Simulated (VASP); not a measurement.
# SiO2 with r2SCAN: from relaxation to properties, part 2 of 3

Aim: relax SiO2, then compute properties on the relaxed cell. The start is a cell from a database of measured crystal structures.

VASP 6.6.1; r2SCAN; plane waves and PAW (Si, O).

So far, gap on the k-mesh (eV): step 2 (full relaxation (r2SCAN)) 6.59. The relaxed cell has a = 4.929, c = 5.423 Å (conventional setting).

### 3. Single point with fields (r2SCAN)

The relaxed cell gets a fresh self-consistent run, on a basis set for its own volume, to fix the density and to check the remaining stress.

File INCAR:

```
SYSTEM = SiO2
PREC = Accurate
ENCUT = 520
EDIFF = 1E-06
NELM = 100
ISMEAR = 0
SIGMA = 0.05
LREAL = .FALSE.
ALGO = Normal
METAGGA = R2SCAN
LASPH = .TRUE.
NBANDS = 33
LORBIT = 11
LWAVE = .FALSE.
LCHARG = .TRUE.
ISIF = 2
LELF = .TRUE.
LVHAR = .TRUE.
```

File POSCAR:

```
SiO2
1.0
    4.9285098071      0.0000000000      0.0000000000
   -2.4642549036      4.2682146957      0.0000000000
    0.0000000000      0.0000000000      5.4234331177
Si O
3 6
Direct
    0.4694968830      0.0000000000      0.6666666667
    0.0000000000      0.4694968830      0.3333333333
    0.5305031170      0.5305031170      0.0000000000
    0.4134951400      0.2679121586      0.7855452566
    0.7320878414      0.1455829814      0.4522119233
    0.8544170186      0.5865048600      0.1188785899
    0.2679121586      0.4134951400      0.2144547434
    0.1455829814      0.7320878414      0.5477880767
    0.5865048600      0.8544170186      0.8811214101
```

File KPOINTS:

```
Automatic mesh
0
Gamma
5 5 4
0 0 0
```

Potentials, in the order of the species: Si and O (PBE family, release 64).

On the command line:

```sh
$ mpirun -np 8 vasp_std
```

The program printed:

```text
[banner, memory and clock lines left out]
running    8 mpi-ranks, on    1 nodes
 distrk:  each k-point on    8 cores,    1 groups
 distr:  one band on    1 cores,    8 groups

 POSCAR found type information on POSCAR SiO
 POSCAR found :  2 types and       9 ions
 [... a notice as in an earlier step ...]

 [... a notice as in an earlier step ...]

 LDA part: xc-table for (None), standard interpolation
|                                                                             |
|           W    W    AA    RRRRR   N    N  II  N    N   GGGG   !!!           |
|           W    W   A  A   R    R  NN   N  II  NN   N  G    G  !!!           |
|           W    W  A    A  R    R  N N  N  II  N N  N  G       !!!           |
|           W WW W  AAAAAA  RRRRR   N  N N  II  N  N N  G  GGG   !            |
|           WW  WW  A    A  R   R   N   NN  II  N   NN  G    G                |
|           W    W  A    A  R    R  N    N  II  N    N   GGGG   !!!           |
|                                                                             |
|     The number of bands has been changed from the values supplied in        |
|     The orbitals not found in the WAVECAR file will be initialized with     |
|     random numbers, which is usually adequate. For correlated               |
|     calculations, however, you should redo the groundstate calculation.     |
|     I found NBANDS = 33. Now, NBANDS = 40.                                  |
|                                                                             |

 POSCAR, INCAR and KPOINTS ok, starting setup
 FFT: planning ... GRIDC
 FFT: planning ... GRID_SOFT
 FFT: planning ... GRID
 WAVECAR not read
 entering main loop
       N       E                     dE             d eps       ncg     rms          rms(c)
DAV:   1     0.217739897479E+03    0.21774E+03   -0.25028E+04  1360   0.113E+03
DAV:   2    -0.966690984767E+02   -0.31441E+03   -0.30239E+03  1752   0.273E+02
DAV:   3    -0.112998757150E+03   -0.16330E+02   -0.16253E+02  1712   0.621E+01
DAV:   4    -0.113136748454E+03   -0.13799E+00   -0.13795E+00  1624   0.644E+00
DAV:   5    -0.113138099343E+03   -0.13509E-02   -0.13508E-02  1728   0.620E-01    0.259E+01
DAV:   6    -0.889293548272E+02    0.24209E+02   -0.15676E+01  1552   0.196E+01    0.151E+01
DAV:   7    -0.893052825185E+02   -0.37593E+00   -0.26297E+00  1704   0.776E+00    0.524E+00
DAV:   8    -0.894037739190E+02   -0.98491E-01   -0.12533E-01  1680   0.241E+00    0.180E+00
DAV:   9    -0.894291069140E+02   -0.25333E-01   -0.63048E-02  1632   0.127E+00    0.465E-01
DAV:  10    -0.894301693235E+02   -0.10624E-02   -0.10426E-03  1672   0.196E-01    0.203E-01
DAV:  11    -0.894307105438E+02   -0.54122E-03   -0.50402E-04  1624   0.153E-01    0.377E-02
DAV:  12    -0.894307060832E+02    0.44606E-05   -0.15230E-05  1752   0.237E-02    0.232E-02
DAV:  13    -0.894307046019E+02    0.14813E-05   -0.31684E-06  1584   0.971E-03    0.396E-03
DAV:  14    -0.894307048814E+02   -0.27948E-06   -0.22570E-07  1208   0.272E-03
   1 F= -.89430705E+02 E0= -.89430705E+02  d E =-.197485E-18
```

Wall time 99 s (8 MPI ranks of AMD EPYC 7R43, shared host); peak memory 0.99 GiB; 13 min of CPU time.

From OUTCAR (step 3):

```text
  LATTYP: Found a hexagonal cell.
 ALAT       =     4.9285098071
 C/A-ratio  =     1.1004204780

 Found     17 irreducible k-points:

   k-points           NKPTS =     17   k-points in BZ     NKDIM =     17   number of bands    NBANDS=     40

   ENCUT  =  520.0 eV  38.22 Ry    6.18 a.u.   9.16  9.16 10.08*2*pi/ulx,y,z

   NELECT =      48.0000    total number of electrons

 E-fermi :   0.8636

 k-point     1 :       0.0000    0.0000    0.0000
  band No.  band energies     occupation
    ...
     20      -0.4409      2.00000
     21      -0.4409      2.00000
     22      -0.1209      2.00000
     23       0.2616      2.00000
     24       0.2616      2.00000
     25       7.1544      0.00000
     26      10.6291      0.00000
     27      10.6291      0.00000
     28      11.1357      0.00000
     29      11.1357      0.00000
    ...

 k-point     2 :       0.2000    0.0000    0.0000
  band No.  band energies     occupation
    ...
     20      -0.5127      2.00000
     21      -0.4361      2.00000
     22      -0.2463      2.00000
     23       0.3211      2.00000
     24       0.3776      2.00000
     25       7.7589      0.00000
     26      10.6325      0.00000
     27      10.7201      0.00000
     28      11.1940      0.00000
     29      11.3264      0.00000
    ...

  Total       -0.0201415     -0.0201415     -0.0071587      0.0000000      0.0000000     -0.0000000
  in kB       -0.2828562     -0.2828562     -0.1005337      0.0000000      0.0000000     -0.0000000
  external PRESSURE =      -0.2220820 kB  Pullay stress =       0.0000000 kB

  energy-cutoff  :      520.00
  volume of cell :      114.09
      direct lattice vectors                 reciprocal lattice vectors
     4.928509807  0.000000000  0.000000000     0.202901088  0.117144998  0.000000000
    -2.464254904  4.268214696  0.000000000     0.000000000  0.234289995  0.000000000
     0.000000000  0.000000000  5.423433118     0.000000000  0.000000000  0.184385052

 POSITION                                       TOTAL-FORCE (eV/Angst)
 -----------------------------------------------------------------------------------
      2.31392      0.00000      3.61562        -0.001264     -0.000000     -0.000000
     -1.15696      2.00391      1.80781         0.000632     -0.001095     -0.000000
      1.30729      2.26430      0.00000         0.000632      0.001095     -0.000000
      1.37771      1.14351      4.26035         0.003723      0.009214      0.004259
      3.24935      0.62138      2.45254        -0.009842     -0.001383      0.004259
      2.76571      2.50333      0.64473         0.006118     -0.007832      0.004259
      0.30145      1.76489      1.16308         0.006118      0.007832     -0.004259
     -1.08654      3.12471      2.97089         0.003723     -0.009214     -0.004259
      0.78509      3.64684      4.77870        -0.009842      0.001383     -0.004259
 -----------------------------------------------------------------------------------
    total drift:                               -0.000031     -0.000054      0.000000

  FREE ENERGIE OF THE ION-ELECTRON SYSTEM (eV)
  ---------------------------------------------------
  free  energy   TOTEN  =       -89.4307048814 eV

  energy  without entropy=      -89.4307048814  energy(sigma->0) =      -89.43070488

 total charge
# of ion       s       p       d       tot
------------------------------------------
    1        0.634   1.000   0.000   1.634
    2        0.634   1.000   0.000   1.634
    3        0.634   1.000   0.000   1.634
    4        1.556   3.727   0.000   5.283
    5        1.556   3.727   0.000   5.283
    6        1.556   3.727   0.000   5.283
    7        1.556   3.727   0.000   5.283
    8        1.556   3.727   0.000   5.283
    9        1.556   3.727   0.000   5.283
--------------------------------------------------
tot         11.235  25.363   0.000  36.598

[... 4 parts as in an earlier step ...]

[... 6 further parts left out ...]
```

This step gave:

```yaml
electronic_steps: 14
bands: 40
free_energy_toten: -89.4307 eV
fermi_energy: 0.8636 eV
pressure: -0.02221 GPa
```

Valence electrons inside each PAW sphere by angular momentum. Sphere charges, by row:

```tsv
atom	s (e)	p (e)	d (e)	tot (e)
Si1	0.634	1	0	1.634
Si2	0.634	1	0	1.634
Si3	0.634	1	0	1.634
O4	1.556	3.727	0	5.283
O5	1.556	3.727	0	5.283
O6	1.556	3.727	0	5.283
O7	1.556	3.727	0	5.283
O8	1.556	3.727	0	5.283
O9	1.556	3.727	0	5.283
```

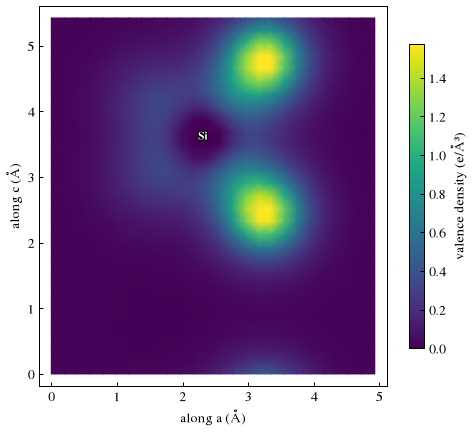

Valence density in the ac plane at fractional y = 0.000, with atoms of Si within 0.2 Å of it. It is the smooth field of the valence electrons, not physical close to the nuclei.

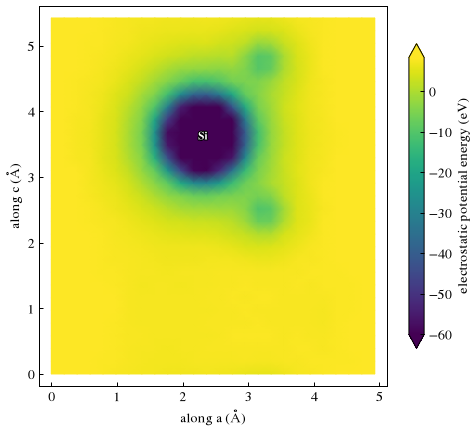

Electrostatic potential energy in the ac plane at fractional y = 0.000, with atoms of Si within 0.2 Å of it. With pseudopotentials it is smooth inside the atoms' cores, unlike the true potential.

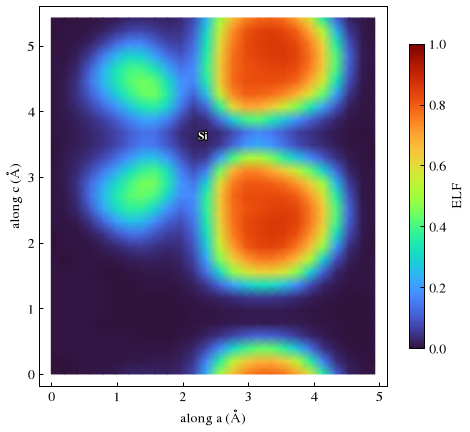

ELF in the ac plane at fractional y = 0.000, with atoms of Si within 0.2 Å of it. It is the smooth field of the valence electrons, not physical close to the nuclei.

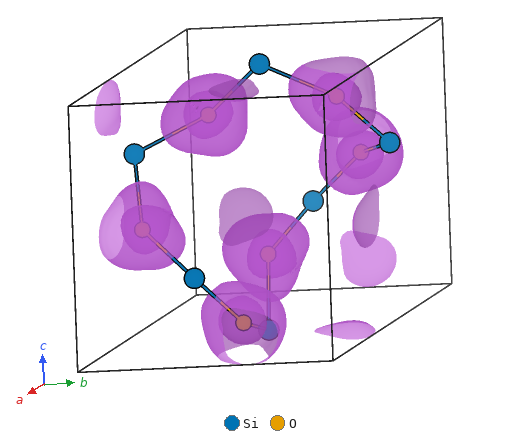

Surface of ELF = 0.79.

In this run the pressure is -0.02 GPa, small enough to go on.

### 4. Bands along the symmetry lines (r2SCAN)

Levels along the symmetry lines show where the bands peak and cross; KPOINTS_OPT computes them in the converged potential.

File INCAR:

```
SYSTEM = SiO2
PREC = Accurate
ENCUT = 520
EDIFF = 1E-06
NELM = 100
ISMEAR = 0
SIGMA = 0.05
LREAL = .FALSE.
ALGO = Normal
METAGGA = R2SCAN
LASPH = .TRUE.
NBANDS = 46
LORBIT = 11
LWAVE = .FALSE.
LCHARG = .FALSE.
KPAR = 8
```

POSCAR is that of step 3.

KPOINTS is that of step 3.

File KPOINTS_OPT:

```
Line mode
12
Line-mode
Reciprocal
  0.00000000   0.00000000   0.00000000 GAMMA
  0.50000000   0.00000000   0.00000000 M

  0.50000000   0.00000000   0.00000000 M
  0.33333333   0.33333333   0.00000000 K

  0.33333333   0.33333333   0.00000000 K
  0.00000000   0.00000000   0.00000000 GAMMA

  0.00000000   0.00000000   0.00000000 GAMMA
  0.00000000   0.00000000   0.50000000 A

  0.00000000   0.00000000   0.50000000 A
  0.50000000   0.00000000   0.50000000 L

  0.50000000   0.00000000   0.50000000 L
  0.33333333   0.33333333   0.50000000 H

  0.33333333   0.33333333   0.50000000 H
  0.00000000   0.00000000   0.50000000 A

  0.50000000   0.00000000   0.50000000 L
  0.50000000   0.00000000   0.00000000 M

  0.33333333   0.33333333   0.00000000 K
  0.33333333   0.33333333   0.50000000 H
```

On the command line:

```sh
$ mpirun -np 8 vasp_std
```

The program printed:

```text
[banner, memory and clock lines left out]
running    8 mpi-ranks, on    1 nodes
 distrk:  each k-point on    1 cores,    8 groups
 distr:  one band on    1 cores,    1 groups

 POSCAR found type information on POSCAR SiO
 POSCAR found :  2 types and       9 ions
 [... a notice as in an earlier step ...]

 [... a notice as in an earlier step ...]

 LDA part: xc-table for (None), standard interpolation
 POSCAR, INCAR and KPOINTS ok, starting setup
 FFT: planning ... GRIDC
 FFT: planning ... GRID_SOFT
 FFT: planning ... GRID
 WAVECAR not read
 entering main loop
       N       E                     dE             d eps       ncg     rms          rms(c)
DAV:   1     0.198728772306E+03    0.19873E+03   -0.24745E+04  1564   0.989E+02
DAV:   2    -0.983200551348E+02   -0.29705E+03   -0.28631E+03  1888   0.249E+02
DAV:   3    -0.113025636958E+03   -0.14706E+02   -0.14610E+02  1888   0.533E+01
DAV:   4    -0.113137149817E+03   -0.11151E+00   -0.11148E+00  1784   0.516E+00
DAV:   5    -0.113138106465E+03   -0.95665E-03   -0.95663E-03  1916   0.457E-01    0.259E+01
DAV:   6    -0.889280834044E+02    0.24210E+02   -0.13161E+01  1660   0.170E+01    0.151E+01
DAV:   7    -0.893073943636E+02   -0.37931E+00   -0.24682E+00  1892   0.699E+00    0.524E+00
DAV:   8    -0.894042669473E+02   -0.96873E-01   -0.10143E-01  1748   0.209E+00    0.178E+00
DAV:   9    -0.894291741930E+02   -0.24907E-01   -0.58236E-02  1690   0.112E+00    0.495E-01
DAV:  10    -0.894300969373E+02   -0.92274E-03   -0.81810E-04  1880   0.153E-01    0.247E-01
DAV:  11    -0.894307093147E+02   -0.61238E-03   -0.60032E-04  1678   0.154E-01    0.385E-02
DAV:  12    -0.894307073999E+02    0.19148E-05   -0.16609E-05  1938   0.216E-02    0.288E-02
DAV:  13    -0.894307045532E+02    0.28467E-05   -0.38652E-06  1784   0.101E-02    0.478E-03
DAV:  14    -0.894307049114E+02   -0.35815E-06   -0.23683E-07  1344   0.245E-03
   1 F= -.89430705E+02 E0= -.89430705E+02  d E =-.420633E-12
 Start KPOINTS_OPT (optional k-point list driver)
k-point batch [1-17\108]
       N       E                     dE             ncg
DAV:   1    -0.225246684933E+03   -0.13295E+05     1564
DAV:   2    -0.507061382837E+04   -0.48454E+04     1876
DAV:   3    -0.532194731657E+04   -0.25133E+03     1928
DAV:   4    -0.532386348082E+04   -0.19162E+01     1826
DAV:   5    -0.532388092466E+04   -0.17444E-01     1922
DAV:   6    -0.532388118193E+04   -0.25727E-03     1890
DAV:   7    -0.532388118691E+04   -0.49798E-05     1674
DAV:   8    -0.532388118709E+04   -0.18493E-06     1346
[...]
k-point batch [103-108\108]
       N       E                     dE             ncg
DAV:   1     0.137457638405E+05   -0.84595E+04      552
DAV:   2     0.120296994972E+05   -0.17161E+04      682
DAV:   3     0.119443046781E+05   -0.85395E+02      680
DAV:   4     0.119436456163E+05   -0.65906E+00      664
DAV:   5     0.119436395621E+05   -0.60543E-02      664
DAV:   6     0.119436394729E+05   -0.89158E-04      680
DAV:   7     0.119436394712E+05   -0.17286E-05      576
DAV:   8     0.119436394711E+05   -0.65744E-07      536
```

Elapsed: 6.2 min, on 8 MPI ranks; peak memory 2.6 GiB.

Parts of OUTCAR (step 4):

```text
 Found     17 irreducible k-points:

   k-points           NKPTS =     17   k-points in BZ     NKDIM =     17   number of bands    NBANDS=     46

   NELECT =      48.0000    total number of electrons

 E-fermi :   0.7959

 k-point     1 :       0.0000    0.0000    0.0000
  band No.  band energies     occupation
    ...
     20      -0.4409      2.00000
     21      -0.4409      2.00000
     22      -0.1210      2.00000
     23       0.2615      2.00000
     24       0.2615      2.00000
     25       7.1544      0.00000
     26      10.6291      0.00000
     27      10.6291      0.00000
     28      11.1357      0.00000
     29      11.1357      0.00000
    ...

 k-point     2 :       0.2000    0.0000    0.0000
  band No.  band energies     occupation
    ...
     20      -0.5128      2.00000
     21      -0.4361      2.00000
     22      -0.2463      2.00000
     23       0.3211      2.00000
     24       0.3776      2.00000
     25       7.7589      0.00000
     26      10.6325      0.00000
     27      10.7201      0.00000
     28      11.1940      0.00000
     29      11.3264      0.00000
    ...

  Total       -0.0181581     -0.0181581     -0.0052044      0.0000000     -0.0000000      0.0000000
  in kB       -0.2550023     -0.2550023     -0.0730879      0.0000000     -0.0000000      0.0000000
  external PRESSURE =      -0.1943641 kB  Pullay stress =       0.0000000 kB

 POSITION                                       TOTAL-FORCE (eV/Angst)
 -----------------------------------------------------------------------------------
      2.31392      0.00000      3.61562        -0.001264      0.000000     -0.000000
     -1.15696      2.00391      1.80781         0.000632     -0.001094     -0.000000
      1.30729      2.26430      0.00000         0.000632      0.001094     -0.000000
      1.37771      1.14351      4.26035         0.003719      0.009214      0.004248
      3.24935      0.62138      2.45254        -0.009839     -0.001386      0.004248
      2.76571      2.50333      0.64473         0.006120     -0.007828      0.004248
      0.30145      1.76489      1.16308         0.006120      0.007828     -0.004248
     -1.08654      3.12471      2.97089         0.003719     -0.009214     -0.004248
      0.78509      3.64684      4.77870        -0.009839      0.001386     -0.004248
 -----------------------------------------------------------------------------------
    total drift:                               -0.000031     -0.000054      0.000000

  FREE ENERGIE OF THE ION-ELECTRON SYSTEM (eV)
  ---------------------------------------------------
  free  energy   TOTEN  =       -89.4307049114 eV

  energy  without entropy=      -89.4307049114  energy(sigma->0) =      -89.43070491

[... 10 parts as in an earlier step ...]

[... 4 further parts left out ...]
```

Numbers from this step:

```yaml
bands: 46
fermi_energy: 0.7959 eV
pressure: -0.01944 GPa
least_gap_on_mesh_and_path: 6.582 eV
least_direct_gap_on_mesh_and_path: 6.872 eV
valence_top_at_k: 0.3333, 0.3333, 0
least_direct_gap_at_k: 0, 0, 0.04545
```

Electronic bands along the path, in eV, zero at the valence-band top; v1 is the highest filled band, c1 the lowest empty one:

```tsv
point	v4	v3	v2	v1	c1	c2	c3	c4
Γ	-1.01	-0.69	-0.31	-0.31	6.58	10.06	10.06	10.56
M	-1.04	-0.79	-0.27	-0.04	8.94	9.68	10.48	10.52
K	-1.24	-0.44	-0.44	0.00	9.61	9.61	10.15	11.24
Γ	-1.01	-0.69	-0.31	-0.31	6.58	10.06	10.06	10.56
A	-1.22	-0.22	-0.22	-0.09	8.58	8.58	9.72	10.60
L	-0.89	-0.84	-0.61	-0.19	9.76	10.19	10.31	10.51
H	-0.94	-0.77	-0.59	-0.59	9.90	10.48	10.48	10.89
A	-1.22	-0.22	-0.22	-0.09	8.58	8.58	9.72	10.60
jump to L	-0.89	-0.84	-0.61	-0.19	9.76	10.19	10.31	10.51
M	-1.04	-0.79	-0.27	-0.04	8.94	9.68	10.48	10.52
jump to K	-1.24	-0.44	-0.44	0.00	9.61	9.61	10.15	11.24
H	-0.94	-0.77	-0.59	-0.59	9.90	10.48	10.48	10.89
```

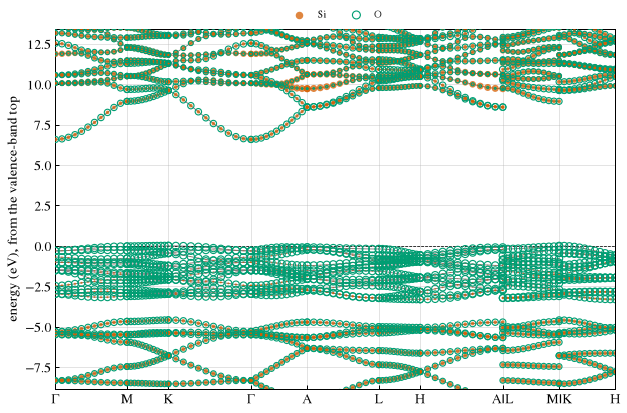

Electronic bands along the path; dots are coloured as in the legend, and their area grows with the weight.

The path finds the gap of the mesh within 0.02 eV, so the mesh comes close to both band edges.

(Part 2 of 3 ends here.)

[Lines on the potential files, build, host, timing and source positions are cut from VASP's logs without a mark.]

[Logs are printed without paths, hosts, clocks, repeated set-up lines and the standing remarks that a program may print on its own settings, such as how far it seeks lower states.]

[Hosts, paths, dates, database ids (printed as entryN), source tags and the programs' standing remarks are cut or masked in the printed files.]

[A measured line is paired with the nearest computed mode of its activity, which favours agreement.]
